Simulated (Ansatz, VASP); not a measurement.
# BAs: VASP beside Ansatz, part 2 of 2

Wanted: the spread between two codes on one cell, functional and k mesh.

VASP 6.6.1 and Ansatz 0.2.0.

So far. Step 2 (VASP: band structure, LDA): The run ends at a pressure of -3.15 GPa. Step 5 (VASP: band structure, PBE): The run ends at a pressure of 3.42 GPa.

**6. Ansatz: band structure, PBE**

Level of this step: Ansatz beside VASP: Kohn-Sham DFT, plane waves, PBE (Ansatz).

The same cell, functional, mesh and smearing now go to Ansatz, which takes its cutoff from its data sets.

File input.yaml:

```yaml
crystal:
  lattice:
    - [0.0, 2.3885, 2.3885]
    - [2.3885, 0.0, 2.3885]
    - [2.3885, 2.3885, 0.0]
  atoms:
    - { symbol: As, position: [0.75, 0.75, 0.75] }
    - { symbol: B, position: [0.0, 0.0, 0.0] }
hamiltonian:
  xc: pbe
  pseudopotentials: { kind: paw }
kpoints:
  mp_grid: { grid: [8, 8, 8] }
  band_path:
    path:
      - [0.0, 0.0, 0.0]
      - [0.16667, 0.0, 0.16667]
      - [0.33333, 0.0, 0.33333]
      - [0.38889, 0.0, 0.38889]
      - [0.5, 0.0, 0.5]
      - [0.5, 0.08333, 0.58333]
      - [0.5, 0.19444, 0.69444]
      - [0.5, 0.25, 0.75]
      - [0.45833, 0.29167, 0.75]
      - [0.40278, 0.34722, 0.75]
      - [0.375, 0.375, 0.75]
      - [0.20833, 0.20833, 0.41667]
      - [0.08333, 0.08333, 0.16667]
      - [0.0, 0.0, 0.0]
      - [0.22222, 0.22222, 0.22222]
      - [0.38889, 0.38889, 0.38889]
      - [0.51389, 0.47222, 0.51389]
      - [0.55556, 0.38889, 0.55556]
      - [0.61111, 0.27778, 0.61111]
      - [0.61111, 0.25, 0.63889]
      - [0.56944, 0.25, 0.68056]
      - [0.51389, 0.25, 0.73611]
      - [0.5, 0.27778, 0.72222]
      - [0.5, 0.38889, 0.61111]
      - [0.5, 0.47222, 0.52778]
      - [0.48611, 0.48611, 0.52778]
      - [0.43056, 0.43056, 0.63889]
      - [0.38889, 0.38889, 0.72222]
      - [0.59722, 0.19444, 0.59722]
      - [0.55556, 0.11111, 0.55556]
      - [0.5, 0.0, 0.5]
    npoints: 1
scf:
  occupations: { method: gaussian, width: 0.03 }
  n_extra_bands: 7
output:
  forces: true
  stress: true
  eigenvalues: true
```

The run is started by

```console
$ ansatz run input.yaml --threads 2 --pin off --max-ram 4608MiB --backend cpu --events-out ev --progress --plain --runs-dir out
```

Numbers of over 12 decimals in the logs are rounded to 6 here.

Output:

```text
[...]
Crystal: 2 atoms, lattice volume = 27.252 Å³
Basis set: ecut = 420 eV, 531 PW (Γ), exchange–correlation on 48×48×48 points (8 copies of the dense FFT grid, shifted against one another)
Bands: 16, of which v1, the nominal top of the filled ones, is band 9 counted from 1 (8 counted from 0)
Symmetry: 24 space group operations
[...]
k-points: 29 of 512 (time reversal used)
[...]
k-point 0: bands = [... 5 lower, -4.2770, 11.1267, 11.1267, 11.1267, 14.4073, 14.4073, 14.4073, 15.8003, ... 3 higher]
  k-point 1: bands = [... 5 lower, -4.0209, 9.1629, 10.6890, 10.6890, 14.5218, 14.9846, 14.9846, 17.0810, ... 3 higher]
  k-point 2: bands = [... 5 lower, -3.2753, 6.1921, 9.9790, 9.9790, 14.1913, 15.7861, 15.7861, 19.0311, ... 3 higher]
  k-point 28: bands = [... 5 lower, 0.0640, 3.0745, 5.6456, 5.9402, 16.3925, 17.0683, 17.9428, 18.1740, ... 3 higher]
[key lines of the parts left out:]
SCF converged after 6 iterations
Free energy (F): -5012.098095 eV
Fermi energy:    11.725050 eV
P = ⅓ Tr σ = 2.7700 GPa (27.700 kbar)
```

Wall time 0.99 s (2 threads of Arm Neoverse V2, shared host); peak memory 0.28 GiB; 1.8 s of CPU time.

**7. Side by side**

What differs besides the data sets and the points named for the pairs above, as far as they apply: VASP leaves aspherical gradient terms in its spheres out (LASPH is not set), Ansatz keeps them. Total energies have different zeros and are not compared.

Both answers:

```
                     quantity  Ansatz   VASP  difference
               pressure (GPa)    2.77   3.42       -0.65
gap over the path points (eV)   1.186  1.174      +0.012
```

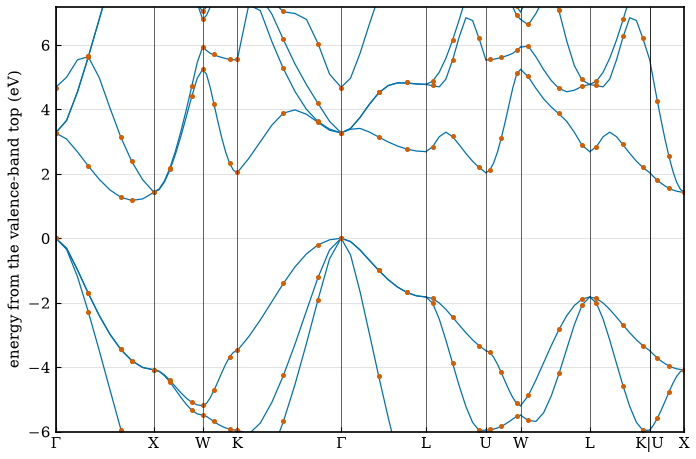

Bands from VASP (lines) and levels from Ansatz (dots). Dots without a line are higher empty bands that the VASP plot leaves out.

Levels at points of the path, from each program's valence-band top (eV; 3 filled, then empty):

```csv
k (reciprocal lattice),Ansatz,VASP
0.000 0.000 0.000,0.00 0.00 0.00 3.28 3.28 3.28,0.00 0.00 0.00 3.27 3.27 3.27
0.167 0.000 0.167,-2.29 -1.71 -1.71 2.25 5.64 5.64,-2.29 -1.71 -1.71 2.24 5.63 5.63
0.333 0.000 0.333,-5.94 -3.45 -3.45 1.28 3.14 9.16,-5.95 -3.46 -3.46 1.27 3.12 9.14
0.389 0.000 0.389,-7.10 -3.80 -3.80 1.19 2.39 10.23,-7.11 -3.80 -3.80 1.17 2.38 10.20
0.500 0.000 0.500,-8.52 -4.08 -4.08 1.44 1.45 11.39,-8.53 -4.08 -4.08 1.42 1.44 11.36
0.500 0.083 0.583,-8.42 -4.46 -4.40 2.14 2.19 10.59,-8.44 -4.47 -4.41 2.12 2.19 10.56
0.500 0.194 0.694,-8.12 -5.32 -5.08 4.41 4.72 7.97,-8.14 -5.33 -5.09 4.39 4.71 7.94
0.500 0.250 0.750,-8.05 -5.48 -5.19 5.27 5.94 6.82,-8.07 -5.49 -5.20 5.24 5.93 6.80
0.458 0.292 0.750,-8.07 -5.68 -4.70 4.16 5.71 7.51,-8.08 -5.70 -4.71 4.14 5.69 7.49
0.403 0.347 0.750,-8.13 -5.91 -3.68 2.35 5.57 8.87,-8.14 -5.92 -3.69 2.33 5.55 8.84
```

Among the levels compared (up to four filled and three empty ones at each point), filled levels agree within 15 meV and empty ones within 35 meV. Ansatz's pressure holds a Pulay correction of 0.10 GPa; VASP's holds none.

**8. Ansatz: dielectric response, LDA**

The response to a field tests empty states and converges slowly with the mesh.

File input.yaml:

```yaml
crystal:
  lattice:
    - [0.0, 2.3885, 2.3885]
    - [2.3885, 0.0, 2.3885]
    - [2.3885, 2.3885, 0.0]
  atoms:
    - { symbol: As, position: [0.75, 0.75, 0.75] }
    - { symbol: B, position: [0.0, 0.0, 0.0] }
hamiltonian:
  xc: lda
  pseudopotentials: { kind: paw }
kpoints:
  mp_grid: { grid: [10, 10, 10] }
scf:
  occupations: { method: fixed }
dielectric:
  method: response
```

Output:

```text
[...]
Crystal: 2 atoms, lattice volume = 27.252 Å³
Basis set: ecut = 420 eV, 531 PW (Γ), exchange–correlation on 48×48×48 points (8 copies of the dense FFT grid, shifted against one another)
Bands: 13, of which v1, the nominal top of the filled ones, is band 9 counted from 1 (8 counted from 0)
Symmetry: 24 space group operations
k-points: 171 of 1000 (irreducible under 4 space group operations, time reversal used)
[...]
site 0:
         0.45816   -0.00000    0.00000
        -0.00000    0.45816    0.00000
         0.00000    0.00000    0.45816
    site 1:
        -0.45816    0.00000   -0.00000
         0.00000   -0.45816   -0.00000
        -0.00000   -0.00000   -0.45816
  Z* charge neutrality: 6.103e-5 e pre-enforcement
  solved inside a basis spanned on kpoints, on 10×10×10 k-points, its susceptibility summed on 14×14×14: ε∞ is read to err by 2.9e-2, Z* by 1.5e-2 e (field_mesh: kpoints solves on kpoints); Z* is corrected for what the basis lacks
[key lines of the parts left out:]
SCF converged after 7 iterations
Free energy (F): -4923.519197 eV
Fermi energy:    10.840593 eV
```

The job ended after 20 s (2 threads; peak memory 0.48 GiB; 38 s of CPU time).

**9. VASP: dielectric response, LDA**

The same cell, functional (in two slightly different forms) and mesh now go to VASP, with its own data sets and cutoff.

File INCAR:

```
SYSTEM = BAs
PREC = Accurate
ENCUT = 370
EDIFF = 1E-08
NELM = 100
ISMEAR = 0
SIGMA = 0.01
LREAL = .FALSE.
ALGO = Normal
GGA = CA
NBANDS = 10
LORBIT = 11
LWAVE = .FALSE.
LCHARG = .FALSE.
KPAR = 4
LEPSILON = .TRUE.
```

File POSCAR:

```
BAs
1.0
    0.0000000000      2.3885000000      2.3885000000
    2.3885000000      0.0000000000      2.3885000000
    2.3885000000      2.3885000000      0.0000000000
As B
1 1
Direct
    0.7500000000      0.7500000000      0.7500000000
    0.0000000000      0.0000000000      0.0000000000
```

File KPOINTS:

```
Automatic mesh
0
Gamma
10 10 10
0 0 0
```

The projector-augmented-wave data sets are As and B (LDA family, release 64).

The run is started by

```console
$ mpirun -np 4 vasp_std
```

Output:

```text
[... set-up lines as in an earlier step ...]
 entering main loop
       N       E                     dE             d eps       ncg     rms          rms(c)
DAV:   1     0.553210290034E+01    0.55321E+01   -0.30575E+03   940   0.531E+02
DAV:   2    -0.131859428083E+02   -0.18718E+02   -0.18141E+02  1312   0.922E+01
DAV:   3    -0.136408977626E+02   -0.45495E+00   -0.45446E+00  1098   0.143E+01
DAV:   4    -0.136420260578E+02   -0.11283E-02   -0.11282E-02  1154   0.846E-01
[...]
DAV:  11    -0.129198351648E+02   -0.15300E-05   -0.15841E-06  1140   0.914E-03    0.127E-02
DAV:  12    -0.129198349807E+02    0.18410E-06   -0.90215E-07  1046   0.414E-03    0.286E-03
DAV:  13    -0.129198349844E+02   -0.36464E-08   -0.31317E-08  1074   0.127E-03
   1 F= -.12919835E+02 E0= -.12919835E+02  d E =-.528591E-13
 Linear response reoptimize wavefunctions to high precision
DAV:   1    -0.129198349843E+02    0.90211E-10   -0.59376E-09  1056   0.353E-04
DAV:   2    -0.129198349843E+02    0.39790E-11   -0.13867E-10   586   0.961E-05
 Linear response G [H, r] |phi>, progress :
  Direction:   1
[...]
RMM:   9    -0.709785074437E+00    0.36146E-05    0.93384E-10  5429   0.104E-04    0.244E-05
RMM:  10    -0.709785130550E+00   -0.56114E-07   -0.43699E-10  3385   0.328E-05    0.387E-06
 change of polarisation eV/A/(eV/A) component  2 :     0.341     1.333     0.208
 dielectric tensor                  component  2 :     2.265     9.851     1.379
 Linear response to external field, progress :
  Direction:   3
       N       E                     dE             d eps       ncg     rms          rms(c)
RMM:   1    -0.684323156074E+00   -0.68432E+00   -0.31481E+00  7694   0.301E+00
RMM:   2    -0.699621209327E+00   -0.15298E-01   -0.74632E-03  5657   0.405E-01    0.128E+00
RMM:   3    -0.683735177873E+00    0.15886E-01   -0.65297E-03  5765   0.462E-01    0.733E-01
RMM:   4    -0.706266418395E+00   -0.22531E-01   -0.85942E-03  5643   0.547E-01    0.729E-02
[...]
RMM:   8    -0.709788896281E+00   -0.88690E-05   -0.30525E-09  5992   0.242E-04    0.111E-04
RMM:   9    -0.709785399803E+00    0.34965E-05    0.20591E-09  5436   0.104E-04    0.243E-05
RMM:  10    -0.709786222475E+00   -0.82267E-06    0.14190E-08  3391   0.329E-05    0.376E-06
 change of polarisation eV/A/(eV/A) component  3 :     0.273     0.330     1.333
 dielectric tensor                  component  3 :     1.814     2.191     9.851
 Born effective charges drift removed
```

Parts of OUTCAR (step 9):

```text
  Total       -0.5371259     -0.5371259     -0.5371259      0.0000000      0.0000000      0.0000000
  in kB      -31.5777341    -31.5777341    -31.5777341      0.0000000      0.0000000      0.0000000
  external PRESSURE =     -31.5777341 kB  Pullay stress =       0.0000000 kB

 POSITION                                       TOTAL-FORCE (eV/Angst)
 -----------------------------------------------------------------------------------
      3.58275      3.58275      3.58275         0.000000     -0.000000      0.000000
      0.00000      0.00000      0.00000        -0.000000      0.000000     -0.000000
 -----------------------------------------------------------------------------------
    total drift:                               -0.000000     -0.000000     -0.000000

 MACROSCOPIC STATIC DIELECTRIC TENSOR (including local field effects in DFT)
 ------------------------------------------------------
           9.850688     0.000000    -0.000000
           0.000000     9.850688    -0.000000
           0.000000     0.000000     9.850688
 ------------------------------------------------------

[... 1 part as in an earlier step ...]

[... 1 further part left out ...]
```

**10. Comparison**

What differs besides the data sets and the points named for the pairs above, as far as they apply: VASP's response is taken on the typed mesh, Ansatz refines its own for the field response alone. Total energies have different zeros and are not compared.

The two programs side by side:

| quantity | Ansatz | VASP | difference |
| --- | --- | --- | --- |
| ε∞ xx | 9.77 | 9.85 | -0.79 % |
| ε∞ yy | 9.77 | 9.85 | -0.79 % |
| ε∞ zz | 9.77 | 9.85 | -0.79 % |
| Born charge of As1 (mean of the diagonal) (e) | 0.46 | 0.49 | -0.04 |
| Born charge of B2 (mean of the diagonal) (e) | -0.46 | -0.49 | +0.04 |

**11. Results**

* difference in gap over the path points (band structure, LDA): 0.0072 eV
* difference in pressure (band structure, LDA): -0.78 GPa
* difference in gap over the path points (band structure, PBE): 0.012 eV
* difference in pressure (band structure, PBE): -0.65 GPa
* difference in ε∞ xx (dielectric response, LDA): -0.79 %

The difference in pressure is -0.78 GPa (band structure, LDA), within the 1 GPa picked in this series as the mark of a large difference. 3 further runs on this material are not shown. How closely two codes agree says nothing of how well the functional describes the real material.

[Lines on the potential files, build, host, timing and source positions are cut from VASP's logs without a mark.]

[Logs are printed without paths, hosts, clocks, repeated set-up lines and the standing remarks that a program may print on its own settings, such as how far it seeks lower states.]

[Hosts, paths, dates, database ids (printed as entryN), source tags and the programs' standing remarks are cut or masked in the printed files.]
